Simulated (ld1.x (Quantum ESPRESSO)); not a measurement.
**Pseudopotential generation for indium: TM, PBE**

Task: generate the file, and judge it by its errors in other configurations, its logarithmic derivatives, its ghosts and its cutoff.

Program: ld1.x (Quantum ESPRESSO) 7.5. Reference atom: PBE, scalar-relativistic, spherical and spin-unpolarised. All values are calculated.

### Step 1. The atom and the settings

Typed settings, in words:

```
element                 : indium (In, Z = 49)
type                    : norm-conserving Troullier–Martins (Kleinman–Bylander form)
frozen core             : [Kr] 4d10
valence charge          : 3
reference configuration : 5s2 5p1
partial waves           : 5p (bound): rc 2.22 bohr; 5s (bound): rc 1.30 bohr
local potential         : the s channel
core correction         : not asked for
```

### Step 2. Generation

The input, In.in:

```
 &input
   title='In', zed=49., rel=1, dft='PBE', iswitch=3,
   config='[Kr] 4d10 5s2 5p1',
   nld=2, rlderiv=2.40, eminld=-3.0, emaxld=5.0, deld=0.02
 /
 &inputp
   pseudotype=2, tm=.true., lloc=0,
   nlcc=.false.,
   file_pseudopw='In.UPF', file_wfcaegen='ae.wfc', file_wfcncgen='nc.wfc', file_beta='beta', file_chi='chi'
 /
2
5P  2  1   1.00   0.00  2.22  2.22  0.0
5S  1  0   2.00   0.00  1.30  1.30  0.0
 &test
   configts(1)='5s2 5p1'
 /
```

Command:

```bash
ld1.x < In.in > In.out
```

The output, In.out (without the banner and most projector matrices):

```text
     Program LD1 v.7.5
     --------------------------- All-electron run ----------------------------

     In
     scalar relativistic calculation

     atomic number is 49.00
     dft =PBE   lsd =0 sic =0 latt =0  beta=0.20 tr2=1.0E-14
     Exchange-correlation= PBE
                           (   1   4   3   4   0   0   0)
     mesh =1241 r(mesh) = 100.30140 a.u. xmin = -7.00 dx = 0.01250
     1 Ry =  13.60569312 eV, c = 137.03599908

     n l     nl                  e(Ry)          e(Ha)          e(eV)
     1 0     1S 1( 2.00)     -2039.9100     -1019.9550    -27754.3892
     2 0     2S 1( 2.00)      -305.4337      -152.7169     -4155.6374
     2 1     2P 1( 6.00)      -274.1375      -137.0687     -3729.8300
     3 0     3S 1( 2.00)       -57.9587       -28.9793      -788.5681
     3 1     3P 1( 6.00)       -47.7106       -23.8553      -649.1352
     4 0     4S 1( 2.00)        -8.7948        -4.3974      -119.6592
     4 1     4P 1( 6.00)        -5.7424        -2.8712       -78.1300
     3 2     3D 1(10.00)       -31.8038       -15.9019      -432.7123
     4 2     4D 1(10.00)        -1.3688        -0.6844       -18.6233
     5 0     5S 1( 2.00)        -0.6035        -0.3017        -8.2110
     5 1     5P 1( 1.00)        -0.1851        -0.0926        -2.5185

     final scf error:  6.5E-15 reached in  26 iterations

     Etot =  -11763.278081 Ry,   -5881.639040 Ha, -160047.551690 eV

     Ekin =   12261.098761 Ry,    6130.549381 Ha,  166820.747093 eV
     Encl =  -28443.021702 Ry,  -14221.510851 Ha, -386987.024767 eV
     Eh   =    4737.642377 Ry,    2368.821188 Ha,   64458.908302 eV
     Exc  =    -318.997517 Ry,    -159.498758 Ha,   -4340.182318 eV

     normalization and overlap integrals

     s(1S/1S) =  1.000000  <r> =   0.0297  <r2> =    0.0012  r(max) =   0.0192
     s(2S/2S) =  1.000000  <r> =   0.1285  <r2> =    0.0195  r(max) =   0.1090
     s(2P/2P) =  1.000000  <r> =   0.1122  <r2> =    0.0154  r(max) =   0.0870
     s(3S/3S) =  1.000000  <r> =   0.3486  <r2> =    0.1390  r(max) =   0.3153
     s(3P/3P) =  1.000000  <r> =   0.3471  <r2> =    0.1399  r(max) =   0.3075
     s(4S/4S) =  1.000000  <r> =   0.8480  <r2> =    0.8143  r(max) =   0.7658
     s(4P/4P) =  1.000000  <r> =   0.9218  <r2> =    0.9725  r(max) =   0.8152
     s(3D/3D) =  1.000000  <r> =   0.3243  <r2> =    0.1250  r(max) =   0.2581
     s(4D/4D) =  1.000000  <r> =   1.1828  <r2> =    1.6828  r(max) =   0.9354
     s(5S/5S) =  1.000000  <r> =   2.6097  <r2> =    7.8334  r(max) =   2.1612
     s(5P/5P) =  1.000000  <r> =   3.7447  <r2> =   16.6771  r(max) =   2.8453

     ------------------------ End of All-electron run ------------------------

     --------------------- Generating NC pseudopotential ---------------------

      Generating local pot.: lloc=0, matching radius rcloc =   1.3000

      Wfc   5P  rcut= 2.244  Using Troullier-Martins method

     ------------------- End of pseudopotential generation -------------------

     [... the all-electron block is printed once more ...]


     Computing logarithmic derivative in   2.40356
     Computing logarithmic derivative in   2.40356
     Computing the partial wave expansion
       no projector for channel:   0
     R is outside the sphere for l=    1 j= 0.00

     ---------------------- Testing the pseudopotential ----------------------

     In
     scalar relativistic calculation

     atomic number is 49.00   valence charge is  3.00
     dft =PBE   lsd =0 sic =0 latt =0  beta=0.20 tr2=1.0E-14
     mesh =1241 r(mesh) = 100.30140 xmin = -7.00 dx = 0.01250

     n l     nl             e AE (Ry)        e PS (Ry)    De AE-PS (Ry)
     1 0     5S   1( 2.00)       -0.60349       -0.61056        0.00706  !
     2 1     5P   1( 1.00)       -0.18511       -0.18923        0.00412

     eps = 6.8E-15  iter = 43

     Etot =  -11763.278081 Ry,   -5881.639040 Ha, -160047.551690 eV
     Etotps =    -3.807146 Ry,      -1.903573 Ha,     -51.798861 eV

     Ekin =       1.748942 Ry,       0.874471 Ha,      23.795571 eV
     Encl =      -6.958746 Ry,      -3.479373 Ha,     -94.678556 eV
     Ehrt =       2.735394 Ry,       1.367697 Ha,      37.216935 eV
     Ecxc =      -1.177270 Ry,      -0.588635 Ha,     -16.017580 eV
     Epseu=      -0.155467 Ry,      -0.077733 Ha,      -2.115231 eV

     ---------------------- End of pseudopotential test ----------------------
```

Run time: 1.9 s. Hardware: 1 thread of Neoverse-V1, shared host. (Generation and the later configuration tests together.)

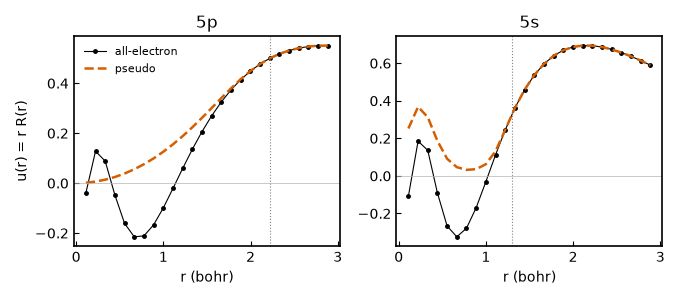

Bound waves of the atom and their pseudo partners (5p, 5s), with the matching radii dotted. The curves join 26 sampled radii, too few to resolve the innermost nodes.

### Step 3. Testing the new file in other configurations

The input, In.test.in:

```
 &input
   title='In', zed=49., rel=1, dft='PBE', iswitch=2,
   config='[Kr] 4d10 5s2 5p1'
 /
 &test
   file_pseudo='In.UPF', nconf=8,
   configts(1)='5s2 5p1',
   configts(2)='5s2 5p0',
   configts(3)='5s1 5p0',
   configts(4)='5s2 5p0.5',
   configts(5)='5s1 5p2',
   configts(6)='5s1 5p1',
   configts(7)='5s2 5p1.3',
   configts(8)='5s0 5p3'
 /
```

Command:

```bash
ld1.x < In.test.in > In.test.out
```

In.test.out, the pseudopotential blocks:

```text
     ---------------------- Testing the pseudopotential ----------------------

     In
     scalar relativistic calculation

     atomic number is 49.00   valence charge is  3.00
     dft =PBE   lsd =0 sic =0 latt =0  beta=0.20 tr2=1.0E-14
     mesh =1241 r(mesh) = 100.30140 xmin = -7.00 dx = 0.01250

     n l     nl             e AE (Ry)        e PS (Ry)    De AE-PS (Ry)
     1 0     5S   1( 2.00)       -0.60349       -0.61056        0.00706  !
     2 1     5P   1( 1.00)       -0.18511       -0.18923        0.00412

     eps = 6.7E-15  iter = 43

     Etot =  -11763.278081 Ry,   -5881.639040 Ha, -160047.551690 eV
     Etotps =    -3.807146 Ry,      -1.903573 Ha,     -51.798861 eV

     Ekin =       1.748942 Ry,       0.874471 Ha,      23.795571 eV
     Encl =      -6.958746 Ry,      -3.479373 Ha,     -94.678556 eV
     Ehrt =       2.735394 Ry,       1.367697 Ha,      37.216935 eV
     Ecxc =      -1.177270 Ry,      -0.588635 Ha,     -16.017580 eV
     Epseu=      -0.155467 Ry,      -0.077733 Ha,      -2.115231 eV

     ---------------------- End of pseudopotential test ----------------------

     ---------------------- Testing the pseudopotential ----------------------

     In
     scalar relativistic calculation

     atomic number is 49.00   valence charge is  3.00
     dft =PBE   lsd =0 sic =0 latt =0  beta=0.20 tr2=1.0E-14
     mesh =1241 r(mesh) = 100.30140 xmin = -7.00 dx = 0.01250

     n l     nl             e AE (Ry)        e PS (Ry)    De AE-PS (Ry)
     1 0     5S   1( 2.00)       -1.09694       -1.10720        0.01025  !
     2 1     5P   1( 0.00)       -0.61969       -0.62636        0.00667  !

     eps = 7.8E-15  iter = 51

     Etot =  -11762.883901 Ry,   -5881.441951 Ha, -160042.188603 eV
     Etotps =    -3.406948 Ry,      -1.703474 Ha,     -46.353895 eV
     dEtot_ae =       0.394180 Ry
     dEtot_ps =       0.400198 Ry,   Delta E=      -0.006018 Ry

     Ekin =       1.497702 Ry,       0.748851 Ha,      20.377277 eV
     Encl =      -5.501017 Ry,      -2.750508 Ha,     -74.845143 eV
     Ehrt =       1.429538 Ry,       0.714769 Ha,      19.449860 eV
     Ecxc =      -0.833172 Ry,      -0.416586 Ha,     -11.335888 eV

     ---------------------- End of pseudopotential test ----------------------

     ---------------------- Testing the pseudopotential ----------------------

     In
     scalar relativistic calculation

     atomic number is 49.00   valence charge is  3.00
     dft =PBE   lsd =0 sic =0 latt =0  beta=0.20 tr2=1.0E-14
     mesh =1241 r(mesh) = 100.30140 xmin = -7.00 dx = 0.01250

     n l     nl             e AE (Ry)        e PS (Ry)    De AE-PS (Ry)
     1 0     5S   1( 1.00)       -1.73982       -1.72037       -0.01944  !
     2 1     5P   1( 0.00)       -1.19185       -1.18303       -0.00881  !

     eps = 7.2E-15  iter = 97

     Etot =  -11761.470178 Ry,   -5880.735089 Ha, -160022.953921 eV
     Etotps =    -1.993480 Ry,      -0.996740 Ha,     -27.122674 eV
     dEtot_ae =       1.807903 Ry
     dEtot_ps =       1.813666 Ry,   Delta E=      -0.005764 Ry

     Ekin =       0.888731 Ry,       0.444366 Ha,      12.091808 eV
     Encl =      -2.895850 Ry,      -1.447925 Ha,     -39.400040 eV
     Ehrt =       0.374527 Ry,       0.187263 Ha,       5.095697 eV
     Ecxc =      -0.360889 Ry,      -0.180444 Ha,      -4.910138 eV

     ---------------------- End of pseudopotential test ----------------------

     ---------------------- Testing the pseudopotential ----------------------

     In
     scalar relativistic calculation

     atomic number is 49.00   valence charge is  3.00
     dft =PBE   lsd =0 sic =0 latt =0  beta=0.20 tr2=1.0E-14
     mesh =1241 r(mesh) = 100.30140 xmin = -7.00 dx = 0.01250

     n l     nl             e AE (Ry)        e PS (Ry)    De AE-PS (Ry)
     1 0     5S   1( 2.00)       -0.83741       -0.84673        0.00931  !
     2 1     5P   1( 0.50)       -0.39025       -0.39640        0.00616  !

     eps = 7.5E-15  iter = 42

     Etot =  -11763.135469 Ry,   -5881.567734 Ha, -160045.611355 eV
     Etotps =    -3.661896 Ry,      -1.830948 Ha,     -49.822636 eV
     dEtot_ae =       0.142612 Ry
     dEtot_ps =       0.145250 Ry,   Delta E=      -0.002638 Ry

     Ekin =       1.649834 Ry,       0.824917 Ha,      22.447140 eV
     Encl =      -6.264205 Ry,      -3.132102 Ha,     -85.228848 eV
     Ehrt =       2.060599 Ry,       1.030299 Ha,      28.035872 eV
     Ecxc =      -1.014816 Ry,      -0.507408 Ha,     -13.807278 eV
     Epseu=      -0.093308 Ry,      -0.046654 Ha,      -1.269522 eV

     ---------------------- End of pseudopotential test ----------------------

     ---------------------- Testing the pseudopotential ----------------------

     In
     scalar relativistic calculation

     atomic number is 49.00   valence charge is  3.00
     dft =PBE   lsd =0 sic =0 latt =0  beta=0.20 tr2=1.0E-14
     mesh =1241 r(mesh) = 100.30140 xmin = -7.00 dx = 0.01250

     n l     nl             e AE (Ry)        e PS (Ry)    De AE-PS (Ry)
     1 0     5S   1( 1.00)       -0.67620       -0.67458       -0.00162
     2 1     5P   1( 2.00)       -0.23658       -0.24013        0.00355

     eps = 2.8E-15  iter = 45

     Etot =  -11762.848787 Ry,   -5881.424393 Ha, -160041.710847 eV
     Etotps =    -3.378823 Ry,      -1.689412 Ha,     -45.971232 eV
     dEtot_ae =       0.429294 Ry
     dEtot_ps =       0.428323 Ry,   Delta E=       0.000971 Ry

     Ekin =       1.623185 Ry,       0.811592 Ha,      22.084551 eV
     Encl =      -6.115850 Ry,      -3.057925 Ha,     -83.210380 eV
     Ehrt =       2.537317 Ry,       1.268659 Ha,      34.521963 eV
     Ecxc =      -1.084417 Ry,      -0.542209 Ha,     -14.754247 eV
     Epseu=      -0.339058 Ry,      -0.169529 Ha,      -4.613118 eV

     ---------------------- End of pseudopotential test ----------------------

     ---------------------- Testing the pseudopotential ----------------------

     In
     scalar relativistic calculation

     atomic number is 49.00   valence charge is  3.00
     dft =PBE   lsd =0 sic =0 latt =0  beta=0.20 tr2=1.0E-14
     mesh =1241 r(mesh) = 100.30140 xmin = -7.00 dx = 0.01250

     n l     nl             e AE (Ry)        e PS (Ry)    De AE-PS (Ry)
     1 0     5S   1( 1.00)       -1.16920       -1.16699       -0.00221
     2 1     5P   1( 1.00)       -0.67724       -0.68289        0.00565  !

     eps = 7.1E-15  iter = 40

     Etot =  -11762.399329 Ry,   -5881.199664 Ha, -160035.595654 eV
     Etotps =    -2.924361 Ry,      -1.462181 Ha,     -39.787961 eV
     dEtot_ae =       0.878752 Ry
     dEtot_ps =       0.882785 Ry,   Delta E=      -0.004032 Ry

     Ekin =       1.349930 Ry,       0.674965 Ha,      18.366732 eV
     Encl =      -4.600741 Ry,      -2.300371 Ha,     -62.596274 eV
     Ehrt =       1.285199 Ry,       0.642600 Ha,      17.486024 eV
     Ecxc =      -0.737720 Ry,      -0.368860 Ha,     -10.037194 eV
     Epseu=      -0.221029 Ry,      -0.110514 Ha,      -3.007248 eV

     ---------------------- End of pseudopotential test ----------------------

     ---------------------- Testing the pseudopotential ----------------------

     In
     scalar relativistic calculation

     atomic number is 49.00   valence charge is  3.00
     dft =PBE   lsd =0 sic =0 latt =0  beta=0.20 tr2=1.0E-14
     mesh =1241 r(mesh) = 100.30140 xmin = -7.00 dx = 0.01250

     n l     nl             e AE (Ry)        e PS (Ry)    De AE-PS (Ry)
     1 0     5S   1( 2.00)       -0.48053       -0.48594        0.00541  !
     2 1     5P   1( 1.30)       -0.07809       -0.08071        0.00262

     eps = 6.8E-15  iter = 43

     Etot =  -11763.317192 Ry,   -5881.658596 Ha, -160048.083822 eV
     Etotps =    -3.847274 Ry,      -1.923637 Ha,     -52.344830 eV
     dEtot_ae =      -0.039111 Ry
     dEtot_ps =      -0.040128 Ry,   Delta E=       0.001017 Ry

     Ekin =       1.781921 Ry,       0.890960 Ha,      24.244268 eV
     Encl =      -7.325821 Ry,      -3.662910 Ha,     -99.672868 eV
     Ehrt =       3.133606 Ry,       1.566803 Ha,      42.634882 eV
     Ecxc =      -1.259272 Ry,      -0.629636 Ha,     -17.133274 eV
     Epseu=      -0.177708 Ry,      -0.088854 Ha,      -2.417838 eV

     ---------------------- End of pseudopotential test ----------------------

     ---------------------- Testing the pseudopotential ----------------------

     In
     scalar relativistic calculation

     atomic number is 49.00   valence charge is  3.00
     dft =PBE   lsd =0 sic =0 latt =0  beta=0.20 tr2=1.0E-14
     mesh =1241 r(mesh) = 100.30140 xmin = -7.00 dx = 0.01250

     n l     nl             e AE (Ry)        e PS (Ry)    De AE-PS (Ry)
     1 0     5S   1( 0.00)       -0.73951       -0.72569       -0.01381  !
     2 1     5P   1( 3.00)       -0.28182       -0.28291        0.00109

     eps = 9.9E-15  iter = 14

     Etot =  -11762.399986 Ry,   -5881.199993 Ha, -160035.604596 eV
     Etotps =    -2.939585 Ry,      -1.469792 Ha,     -39.995086 eV
     dEtot_ae =       0.878095 Ry
     dEtot_ps =       0.867561 Ry,   Delta E=       0.010534 Ry

     Ekin =       1.504462 Ry,       0.752231 Ha,      20.469250 eV
     Encl =      -5.274379 Ry,      -2.637190 Ha,     -71.761585 eV
     Ehrt =       2.386062 Ry,       1.193031 Ha,      32.464022 eV
     Ecxc =      -1.017862 Ry,      -0.508931 Ha,     -13.848717 eV
     Epseu=      -0.537867 Ry,      -0.268934 Ha,      -7.318057 eV

     ---------------------- End of pseudopotential test ----------------------
```

Energies count from the reference configuration 5s2 5p1; the error is all-electron less pseudo.

| valence configuration | charge | ΔE all-electron (eV) | error AE − PS (meV) |
| --- | --- | --- | --- |
| 5s2 5p0 | +1 | 5.363 | -82 |
| 5s1 5p0 | +2 | 24.598 | -78 |
| 5s2 5p0.5 | +0.5 | 1.940 | -36 |
| 5s1 5p2 | 0 | 5.841 | +13 |
| 5s1 5p1 | +1 | 11.956 | -55 |
| 5s2 5p1.3 | -0.3 | -0.532 | +14 |
| 5s0 5p3 | 0 | 11.947 | +143 |

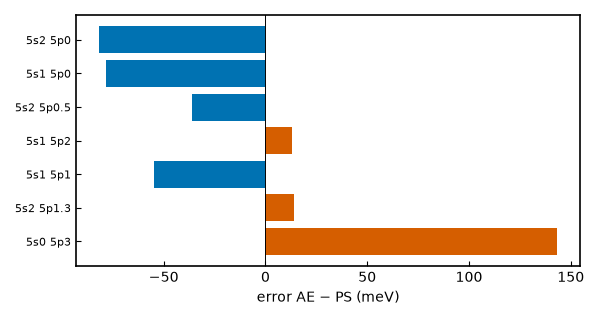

Error of the potential in each test configuration.

### Step 4. Does it scatter like the atom?

Taken from the files of the generation run. The phase is arctan(r·u′/u) with u = r·R, unwrapped, with energies in Ry. A pole is an energy at which the radial function vanishes at the test radius. The pseudo phase is shifted by a multiple of π to meet the all-electron one at the reference energy. Levels narrower than the energy grid can be missing from the poles. The last column is the largest difference on the grid between −1 and +1 Ry.

```tsv
channel	radius (bohr)	reference (Ry)	poles AE	poles PS	window around the reference with phases within 0.05 rad (Ry)	largest difference near zero (rad)
s	2.40	-0.60	1.75	0.27, 2.25	-0.7 to 0.3	3.104
p	2.40	-0.19	3.19	3.25	the whole range	0.042
```

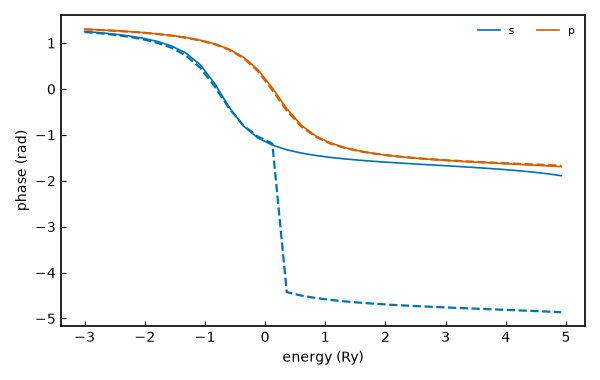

Phases by channel: all-electron solid, pseudo dashed.

### Step 5. Cutoff and ghost test in a Bessel basis

A separate test, outside the generator: the pseudo-atom's Hamiltonian at the reference potential is diagonalised in spherical Bessel functions j_l(qr) that vanish at 20 bohr, with q² up to the cutoff.

All-electron valence levels (Ry): 5p -0.1851, 5s -0.6035. The lowest levels of each channel (Ry) by cutoff; the last column sums, over occupied levels, occupation times the distance from the level at 400 Ry. A positive value at high cutoff is not a bound level.

```csv
cutoff (Ry),p #1,p #2,s #1,d #1,f #1,Σ f·Δε (mRy)
8,-0.8860,-0.1796,-0.4942,0.0414,0.0997,233.7
21,-12.0321,-0.1874,-0.5478,0.0402,0.0997,118.8
50,-20.0002,-0.1875,-0.5893,0.0400,0.0997,35.5
90,-21.3647,-0.1875,-0.6004,0.0400,0.0997,13.4
110,-21.5731,-0.1875,-0.6022,0.0399,0.0997,9.7
180,-22.4790,-0.1875,-0.6059,0.0399,0.0997,2.4
260,-22.7347,-0.1875,-0.6066,0.0399,0.0997,0.9
350,-22.8071,-0.1875,-0.6070,0.0399,0.0997,0.2
400,-22.8152,-0.1875,-0.6071,0.0399,0.0997,0.0
```

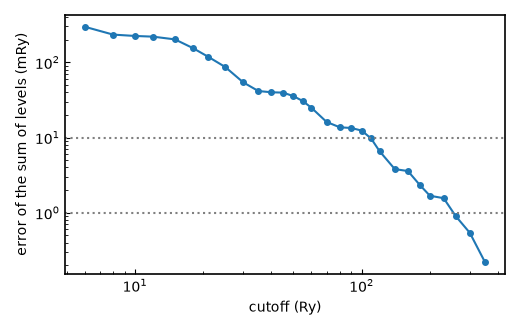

Occupation-weighted error of the valence levels against the cutoff; the dotted lines mark 10 and 1 mRy.

The sum stays within 10 mRy from 110 Ry and within 1 mRy from 260 Ry. The sum leaves out empty levels, which can need more. Ghost test: ghost state, bound below the all-electron valence or empty levels of the same l: p at -310.4 eV.

### Step 6. Outcome

| quantity | value |
| --- | --- |
| cutoffs for 10 and 1 mRy, occupied levels | 110 Ry and 260 Ry |
| bound ghosts | p at -310.42 eV |
| largest miss of a reference level | 96 meV (5s) |
| largest test error (AE − PS) | +143 meV, for 5s0 5p3 |
| largest phase difference near zero energy, channels read | 3.104 rad |

What this shows: It has a bound ghost (p), a state that the atom doesn't have, and that rules the file out. Already in the reference configuration the 5s level is off by 96 meV. The worst unpolarised test, 5s0 5p3, is off by 143 meV on 11.9 eV; by total energies transferability rates as poor. It counts as hard, with 110 Ry needed at the looser tolerance. The slowest occupied level is 5s: taken alone it needs 200 Ry to come within 1 mRy, against 10 Ry for 5p. Of the channels read, s scatters worst near zero energy, by up to 3.10 rad. A step near π is an extra or missing state, not a misfit of shape. The pseudo curves have a pole with no partner nearby in the atom's: s at 0.27 Ry. At positive energy that is a spurious or a displaced resonance.
